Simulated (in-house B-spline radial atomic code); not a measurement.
La³⁺ (Z = 57, 54 electrons) in the configuration [Xe]. Method: Dirac-Hartree-Fock, average of configuration, Fermi nucleus, basis-set limit; computed with an in-house B-spline radial code. One electron is taken from each of the shells shown in turn, and the ion is relaxed; bars are coloured by l. Wanted, and plotted below: the relaxation energy, Koopmans' value −ε less the difference of self-consistent energies.

Among the shells shown the largest bar is that of 1s. 1s: −ε = 39.18 keV, relaxed 39.11 keV, relaxation 68.6 eV; 2s: −ε = 6363 eV, relaxed 6326 eV, relaxation 36.2 eV; 2p1/2: −ε = 5986 eV, relaxed 5946 eV, relaxation 40.0 eV; 2p3/2: −ε = 5571 eV, relaxed 5533 eV, relaxation 38.4 eV; 3s: −ε = 1425 eV, relaxed 1410 eV, relaxation 15.4 eV; 3p1/2: −ε = 1265 eV, relaxed 1249 eV, relaxation 16.0 eV; 3p3/2: −ε = 1183 eV, relaxed 1167 eV, relaxation 15.3 eV; 3d3/2: −ε = 906.3 eV, relaxed 889.1 eV, relaxation 17.2 eV.

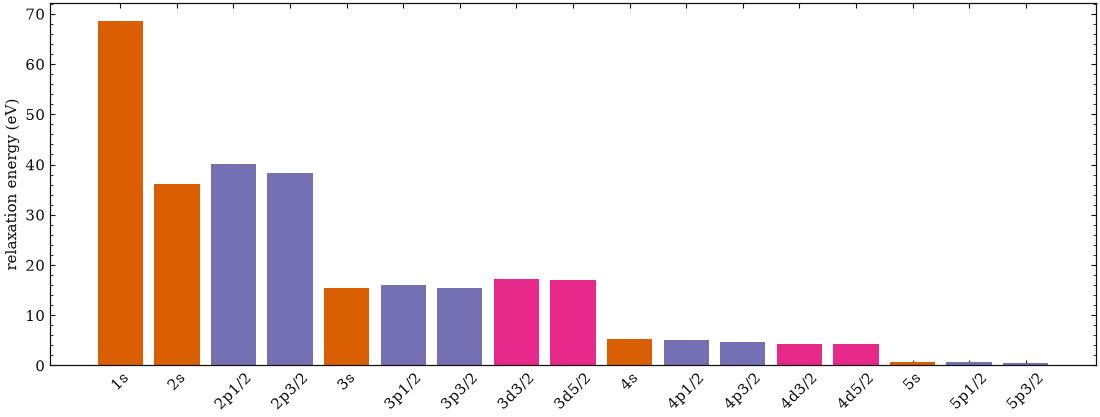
